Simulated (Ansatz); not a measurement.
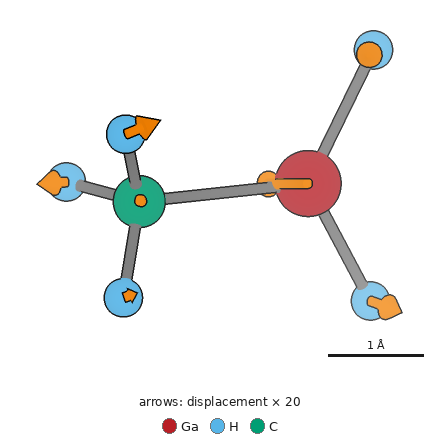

This is a relaxation of CH₅Ga. The starting structure is drawn; orange arrows show the displacements, magnified 20 times. The two geometries are superimposed by the best rigid fit.

A ball-and-stick model, seen at a tilt.

It is one of the separated products of a reaction.

These are results of Ansatz 0.2.0, RKS PBE0-D4/def2-TZVP, not measurements. (force threshold 0.005 eV/Å; at most 200 steps)

Q: Atoms of which element are displaced furthest, and by how much?

A: Gallium: up to 0.058 Å, against 0.034 Å for hydrogen.

Q: What happened in the run?

A: Over 3 geometry steps the energy falls by 0.015 eV. The largest force component goes from 0.32 to 0.0024 eV/Å. The atom that moves furthest after the best rigid fit is the Ga atom (0.058 Å). By element the largest moves are Ga 0.058 Å, H 0.034 Å, C 0.006 Å. Among the contacts that change: Ga–H 1.582 → 1.574 Å, C–Ga 1.972 → 1.966 Å.
